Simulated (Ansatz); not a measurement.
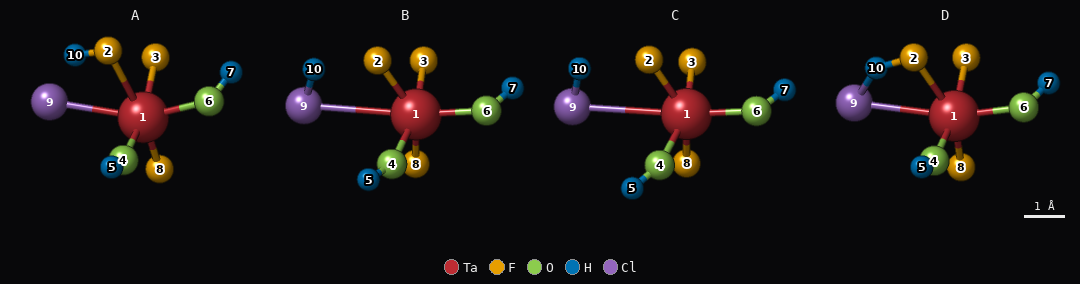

4 geometries from a converged minimum-energy path of TaH3O2ClF3, shuffled. The picture is a ball-and-stick view, seen at a tilt.

All numbers below come from Ansatz, RKS PBE-D4/def2-SVP. Set-up: 5 movable images; climbing image; force threshold 0.05 eV/Å; iteration limit 60; starting path through a guess of the saddle point.

Which frame is the transition state?

D. In order along the path, whose images run from 0 to 6: C (image 0, 0.000 eV), B (image 1, +0.012 eV), D (image 3, +0.203 eV), A (image 5, +0.096 eV). A hydrogen atom shifts from one atom to another. Breaking: Cl9–H10 (1.31 → 1.53 at the top → 1.95 Å). Forming: F2–H10 (2.05 → 1.21 at the top → 0.99 Å).
